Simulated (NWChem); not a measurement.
**M06-2X/6-311+G(d,p) run of Si2H6 (disilane)**

Aim: the vertical ionisation energy of Si2H6 (disilane) at M06-2X/6-311+G**, from 2 runs. 

Program for the calculation: NWChem 7.3.0.

### Step 1. The system as given

The species is Si2H6 (8 atoms), meant as a singlet with charge 0. SMILES: `[SiH3][SiH3]`. The shape is that of a PBE0-D4/def2-TZVP optimisation.

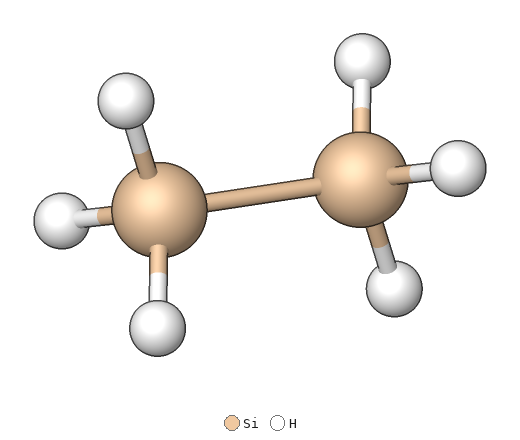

The structure, seen from a chosen angle (silicon light orange, hydrogen white).

### Step 2. A single-point energy at M06-2X/6-311+G(d,p)

Input file h6si2.nw:

```
start h6si2
memory total 2200 mb
geometry units angstrom noautosym nocenter noautoz
Si      -0.340500       0.490200      -1.004900
Si       0.363500      -0.504400       0.991000
H        0.833900       0.948200      -1.794900
H       -1.112900      -0.483900      -1.821900
H       -1.208000       1.664100      -0.717900
H        1.139000       0.468600       1.806300
H        1.228100      -1.680500       0.704000
H       -0.811000      -0.959200       1.782600
end
basis "ao basis" spherical bse
Si library 6-311+G**
H library 6-311+G**
end
dft
xc m06-2x
grid fine
convergence energy 1e-08
iterations 100
mulliken
print low
end
task dft
```

Run with:

```bash
$ nwchem h6si2.nw > h6si2.out
```

Standard output:

```text
[...]
 d= 0,ls=0.0,diis     1   -582.5013455452 -6.73D+02  3.11D-03  6.63D-01     1.9
[...]
 d= 0,ls=0.0,diis     8   -582.5262970896 -5.51D-10  8.78D-08  3.95D-11    12.4
         Total DFT energy =     -582.526297089559
      One electron energy =     -986.933649627986
           Coulomb energy =      357.633515372652
    Exchange-Corr. energy =      -43.999250569115
 Nuclear repulsion energy =       90.773087734890
[...]
      Total Density - Mulliken Population Analysis
     ---------------------------------------------
    Atom       Charge   Shell Charges
 -----------   ------   -------------------------------------------------------
    1 Si  14    13.70   0.79  1.18  0.94  1.05  0.81  0.55  1.98  3.90  0.65  1.57  0.16 -0.01  0.03  0.11
    2 Si  14    13.70   0.79  1.18  0.94  1.05  0.81  0.55  1.98  3.90  0.65  1.57  0.16 -0.01  0.03  0.11
    3 H    1     1.10   0.25  0.57  0.28  0.01
    4 H    1     1.10   0.25  0.57  0.28  0.01
    5 H    1     1.10   0.25  0.57  0.28  0.01
    6 H    1     1.10   0.25  0.57  0.28  0.01
    7 H    1     1.10   0.25  0.57  0.28  0.01
    8 H    1     1.10   0.25  0.57  0.28  0.01
[...]
```

Run time: 13 s. Hardware: 1 thread of Intel Xeon 6975P-C (Granite Rapids), shared host; peak memory 0.12 GiB.

### Step 3. The doublet cation, same level

Input file h6si2.nw:

```
start h6si2
title "H6Si2"
memory 2200 mb
charge 1
geometry units angstroms noautosym nocenter noautoz
 Si      -0.340500       0.490200      -1.004900
 Si       0.363500      -0.504400       0.991000
 H        0.833900       0.948200      -1.794900
 H       -1.112900      -0.483900      -1.821900
 H       -1.208000       1.664100      -0.717900
 H        1.139000       0.468600       1.806300
 H        1.228100      -1.680500       0.704000
 H       -0.811000      -0.959200       1.782600
end
basis spherical bse
 * library 6-311+G**
end
dft
 xc m06-2x
 mult 2
 grid fine
 convergence energy 1e-08
 maxiter 100
 mulliken
 print low
end
task dft energy
```

Run with:

```bash
$ nwchem h6si2.nw > h6si2.out
```

Standard output:

```text
[...]
 d= 0,ls=0.0,diis     1   -582.0599592182 -6.73D+02  3.54D-03  6.27D-01     2.6
[...]
 d= 0,ls=0.0,diis    10   -582.1363928174 -3.97D-09  1.43D-07  3.65D-11    24.4
[...]
         Total DFT energy =     -582.136392817371
      One electron energy =     -978.409203896019
           Coulomb energy =      349.201307674701
    Exchange-Corr. energy =      -43.701584330943
 Nuclear repulsion energy =       90.773087734890
[...]
      Total Density - Mulliken Population Analysis
     ---------------------------------------------
    Atom       Charge   Shell Charges
 -----------   ------   -------------------------------------------------------
    1 Si  14    13.59   0.79  1.18  0.94  1.05  0.88  0.56  1.98  3.90  0.63  1.51  0.06 -0.01  0.02  0.11
    2 Si  14    13.59   0.79  1.18  0.94  1.05  0.88  0.56  1.98  3.90  0.63  1.51  0.06 -0.01  0.02  0.11
    3 H    1     0.97   0.24  0.54  0.18  0.01
    4 H    1     0.97   0.24  0.54  0.18  0.01
    5 H    1     0.97   0.24  0.54  0.18  0.01
    6 H    1     0.97   0.24  0.54  0.18  0.01
    7 H    1     0.97   0.24  0.54  0.18  0.01
    8 H    1     0.97   0.24  0.54  0.18  0.01
[...]
      <S2> =      0.7516 (Exact =     0.7500)
[...]
```

Run time: 25 s. Hardware: 1 thread of Intel Xeon 6975P-C (Granite Rapids), shared host; peak memory 0.12 GiB.

### Step 4. Outcome

At M06-2X/6-311+G**:

```
                                          quantity          value
                       singlet Si2H6: total energy  -582.52630 Eh
                      doublet cation: total energy  -582.13639 Eh
                              doublet cation: ⟨S²⟩          0.752
vertical ionisation energy (to the doublet cation)      10.610 eV
```

What this shows: The vertical ionisation energy comes to 10.61 eV (245 kcal/mol). Mulliken charges (singlet Si2H6) run from -0.10 on H3 to +0.30 on Si1; in a basis this large or diffuse they mean little. Mulliken charges (doublet cation) run from +0.03 on H3 to +0.41 on Si1; in a basis this large or diffuse they mean little.
